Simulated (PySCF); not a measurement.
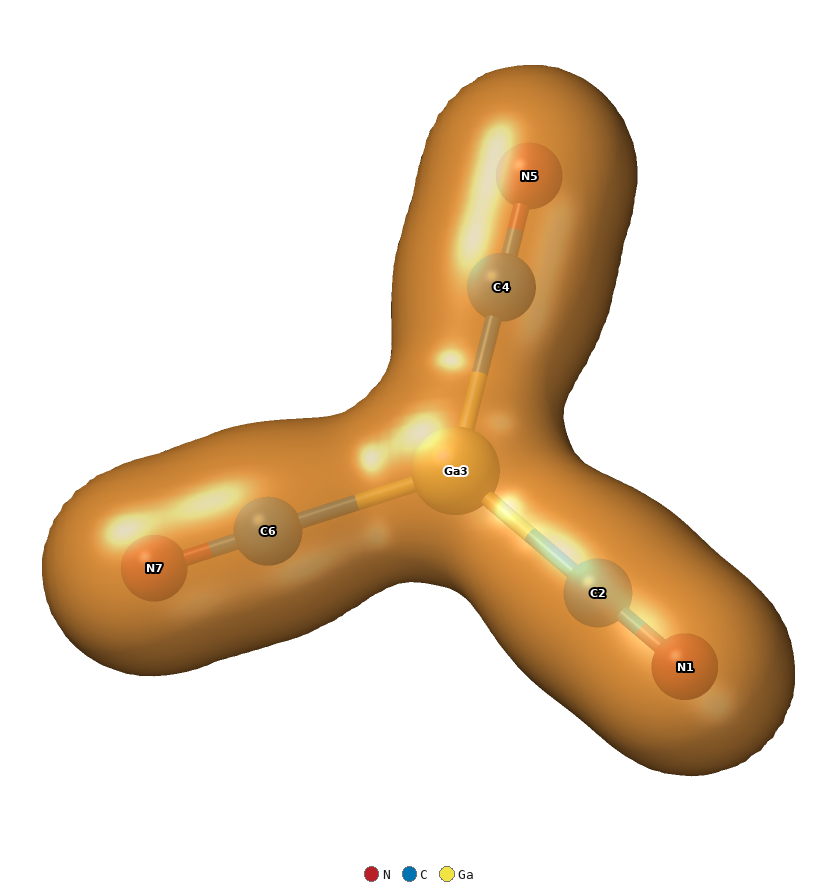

Figure 1: C₃GaN₃. Isosurface of the electron density at 0.2 e/Å³ (orange), seen at a tilt.

Geometry: PBE0-D3(BJ)/ma-def2-SVP.

Method: DFT single point, gas phase, functional wB97X (PySCF).

The calculation's input:

```
{"job": {"kind": "sp", "xc": "wB97X", "basis": "ma-def2-SVP", "d3": "d3bj", "grid": 2}, "charge": 0, "multiplicity": 1}
N     -2.157546    -2.165481     0.272215
C     -1.345991    -1.343099     0.168635
Ga    -0.001787     0.004267    -0.004820
C      1.768615    -0.487387    -0.529365
N      2.843420    -0.783721    -0.849652
C     -0.421287     1.836396     0.341627
N     -0.678344     2.948689     0.547581
```

Launched as:

```sh
OMP_NUM_THREADS=1 python redox_run.py task.json out
```

### What does this surface tell about the bonding?

At this value the surface is in one piece. It bridges the sampled C–N (1.16 Å) and C–Ga (1.91 Å) contacts, where the density stays above the isovalue. On the grid the lowest density along these lines, outside the cores, is 3.2 e/Å³ (C–N, 1.16 Å) and 0.81 e/Å³ (C–Ga, 1.91 Å).
